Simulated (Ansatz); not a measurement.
H₆Sn₃ (cyclo-(SnH2)3)

Input

```
crystal:
  periodic: [false, false, false]
  atoms:
    - {symbol: Sn, position_ang: [-1.443265, 0.159888, 0.725307]}
    - {symbol: H, position_ang: [-2.609224, -1.090048, 0.863429]}
    - {symbol: H, position_ang: [-1.977409, 1.572723, 1.537432]}
    - {symbol: Sn, position_ang: [0.161859, 0.360265, -1.574630]}
    - {symbol: H, position_ang: [0.529757, 1.919290, -2.186892]}
    - {symbol: H, position_ang: [-0.102495, -0.743989, -2.859770]}
    - {symbol: Sn, position_ang: [1.282395, -0.520149, 0.849475]}
    - {symbol: H, position_ang: [2.395557, 0.502642, 1.659120]}
    - {symbol: H, position_ang: [1.762816, -2.160623, 0.986520]}
basis:
  gaussian: {orbitals: def2-TZVP, initial_orbitals: start.molden}
hamiltonian: {xc: pbe0, dispersion: d4}
scf: {omitted_lower_state_checks: [starts]}
output: {forces: true, orbitals: {seedname: orbitals}}
```

Command:

```sh
ansatz run in.yaml --threads 4 --pin off --events-out ev --progress --plain --max-ram 3916MiB
```

Geometry: PBE0-D4/def2-SVP; core potentials replace the inner electrons of Sn.

The calculation used RKS PBE0-D4/def2-TZVP (Ansatz 0.2.0).

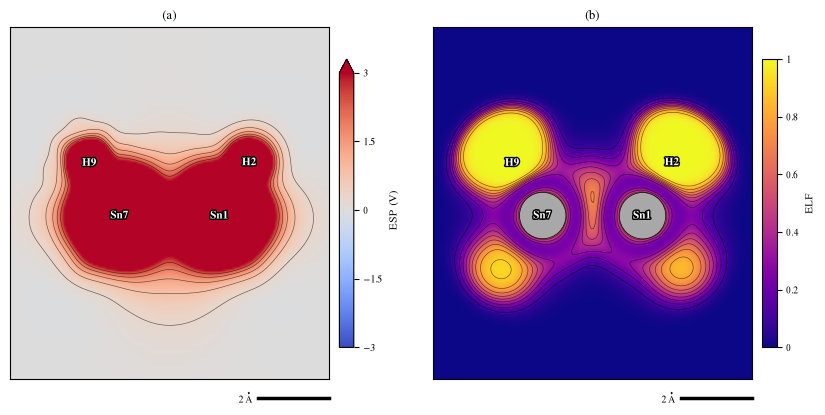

Figure 1. (a) electrostatic potential; (b) electron localisation function on the plane of atoms Sn1, Sn7 and H9. Grey discs cover the atomic cores in the ELF map.

Question: What does the map show?

Answer:
- Atoms in the plane: Sn and H.
- Sn–Sn (2.81 Å): the ELF peaks at about 0.65 between the atoms.
- Sn–H (1.71 Å): the ELF climbs to about 1 towards the hydrogen.
- The potential has no marked negative region in this plane.

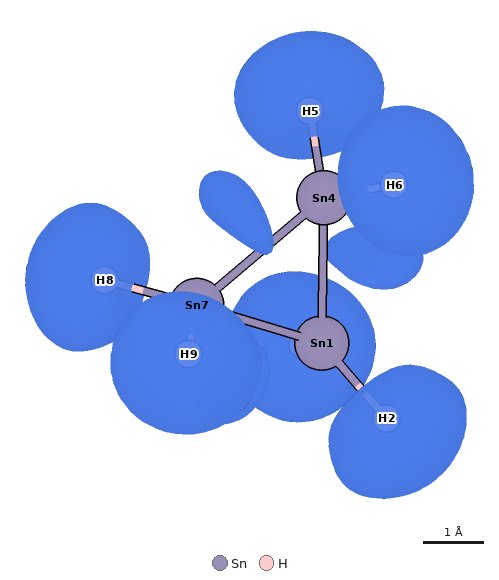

Figure 2. Isosurface of the ELF at 0.75 (blue), seen at a tilt. Core shells and regions of very low density are left out.

Question: What do the ELF domains correspond to?

Answer: At this value the surface marks out six regions around hydrogen nuclei and three lobes on Sn, pointing away from the bonds (lone pairs).

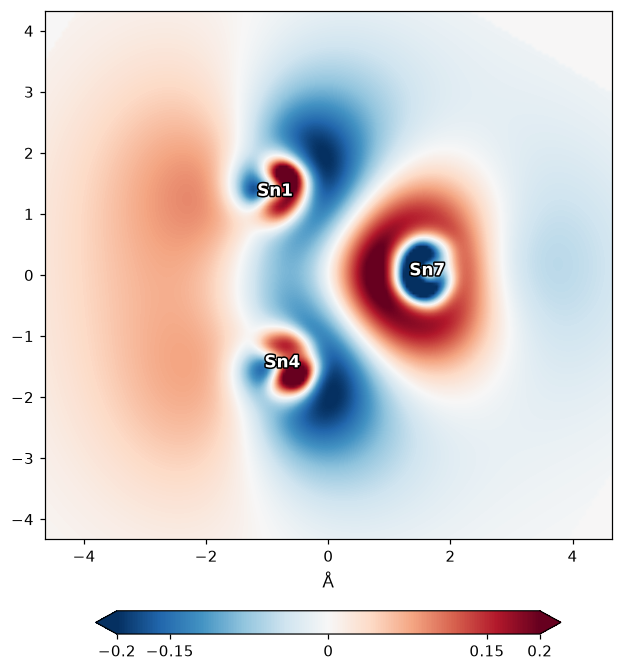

Figure 3. The LUMO on the plane of atoms Sn4, Sn1 and Sn7 (values in Å⁻³ᐟ²; the overall sign is arbitrary).

Question: Describe this orbital and give its energy.

Answer: Its weight (Hirshfeld) is mainly on Sn1 (about 25 %), Sn4 (about 25 %) and Sn7 (about 25 %). It is one of a degenerate set, so its orientation is arbitrary. Its energy is −1.25 eV.
